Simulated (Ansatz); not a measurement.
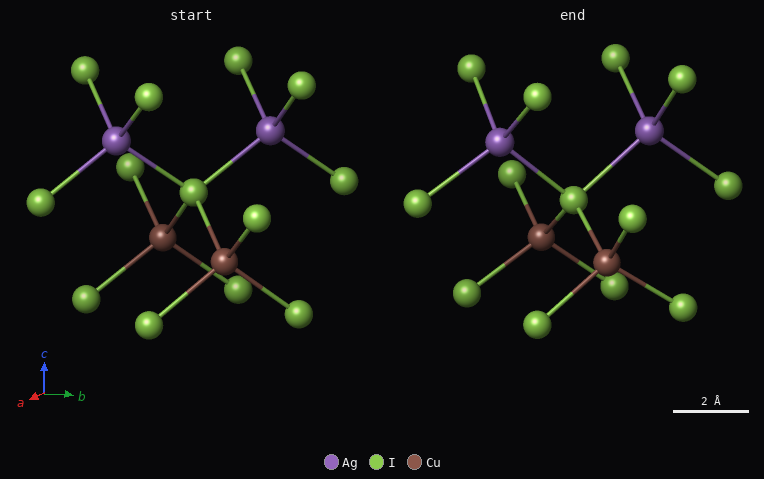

The structure of a crystal of Ag₂₀I₃₂Cu₁₂ (a generated structure, set up in P1) before (left) and after (right) a relaxation, at one scale.

The picture is a ball-and-stick view of the atoms within 5.0 Å of the atom that moves most (axes of the cell of the calculation), seen slightly off an axis.

Theory: DFT, PBEsol, PAW, plane waves (Ansatz 0.2.0). (plane-wave cutoff 420 eV; k-point mesh 1 × 1 × 1; mesh shifted by (0.25, 0.25, 0.25); no spin polarisation; cell relaxed at fixed shape; force threshold 0.03 eV/Å; at most 80 steps)

**Describe what moved and what it gained.**

The largest moves relative to the cell, 0.22 Å, are those of I atoms. By element the largest moves are I 0.22 Å, Cu 0.13 Å, Ag 0.12 Å. The volume changes by −0.2 %, with a = b = c 12.514 → 12.505 Å (−0.1 %). Some distances before and after: Cu–I 2.752 → 2.584 Å, Ag–I 2.655 → 2.801 Å, Cu–I 2.710 → 2.581 Å, Ag–I 2.689 → 2.790 Å. Among the angles between lasting bonds that change: Ag–I–Ag 110.8° → 102.3°, I–Cu–I 108.9° → 116.4°, Cu–I–Cu 109.2° → 116.5°. The space group stays P1 (No. 1). The energy falls by 3.235 eV per cell of the calculation in 5 geometry steps. Largest force component: 1.3 eV/Å at the start, 0.014 eV/Å at the end. The pressure goes from 0.62 to 0.00 GPa. Cost: 9.6 s on 1 × NVIDIA GB200 with 8 threads of Arm Neoverse-V2, peak memory 2.3 GiB.
